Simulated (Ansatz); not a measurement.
## Profile along the Te–Hg line in HgTe (zinc blende)

HgTe (zinc blende), conventional cell a = 6.651 Å, b = 6.651 Å, c = 6.651 Å, α = 90.00°, β = 90.00°, γ = 90.00°. The calculation uses the primitive cell of 2 atoms, to which meshes and values per cell refer.

Fields along a shortest Te–Hg line of a {110} plane (2.88 Å), from Te to Hg, interpolated on the slice's grid (step about 0.2 Å). Level of theory: PBE (plane waves to 420 eV, PAW, scalar-relativistic; Ansatz, an electronic-structure program). k mesh 12×12×12. Near the nuclei the fields are pseudised (PAW); where an atom keeps semicore shells as valence, they peak there. At this level the bands of HgTe touch or barely overlap. HgTe was relaxed with its symmetry unable to fall. Spin-orbit coupling is left out, though Hg and Te are heavy. The relaxed volume of HgTe is well above the measured one; the method has no dispersion term.

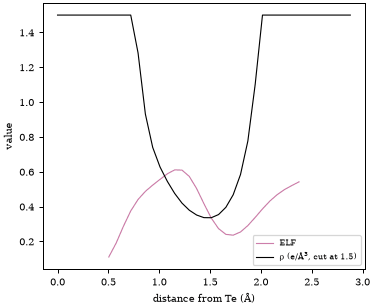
*ELF (away from the nuclei) and valence density from Te to Hg.*

Density on the Te–Hg line (2.88 Å) at its density minimum, 1.5 Å from Te: 0.34 e/Å³. ELF at that point: 0.3. ELF maximum in the middle third of the Te–Hg line: 0.61, 1.2 Å from Te.
